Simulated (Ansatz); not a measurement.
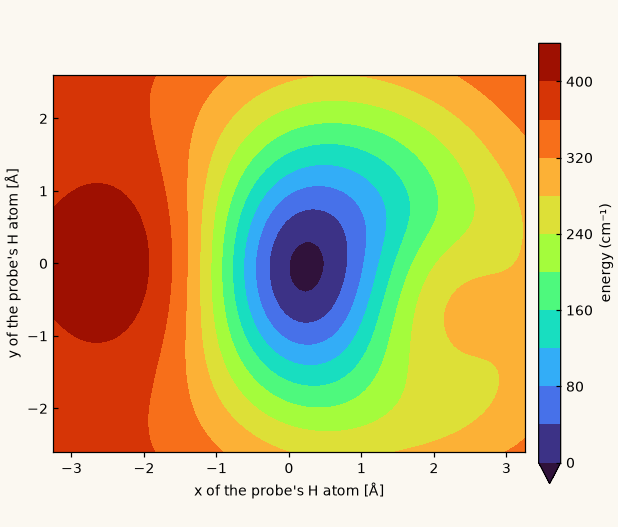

Energy landscape of CH₃LiO (SMILES [Li][O]C) with the probe H2. 
- The probe is moved over a plane parallel to the molecule's main plane, 2.89 Å above it.
- First axis: x of the probe's H atom. Second axis: y of the probe's H atom.
- Nothing is relaxed (molecule and probe rigid, the probe upright with H nearest the plane).
- The grid has 11 × 9 points.
- Points are written as (first, second).
- Energies are in cm⁻¹, from the lowest grid point.
- Level of theory: Ansatz, RKS wB97M-V/def2-SVPD.

The picture shows filled contours. Between grid points the surface is interpolated. 

### Describe this landscape.

The lowest grid point is at (0.00 Å, 0.00 Å). The bottom of the well lies between grid points, at about (0.23 Å, −0.04 Å), about 11 cm⁻¹ lower on the interpolated surface. No other kind of well shows on this grid. The highest grid point, (−2.60 Å, 0.00 Å), lies 422 cm⁻¹ above the lowest. Near the minimum the curvatures are about 0.022 and 0.045 eV/Å² along the soft and the stiff direction.

Each point was launched as `ansatz run input.yaml --threads 1 --pin off --max-ram 2560MiB --backend cpu --events-out ev --progress --plain --runs-dir out`. The whole map (99 points run) took 11 min on 1 thread of Intel(R) Xeon(R) Platinum 8488C (Sapphire Rapids), with other jobs on the host.
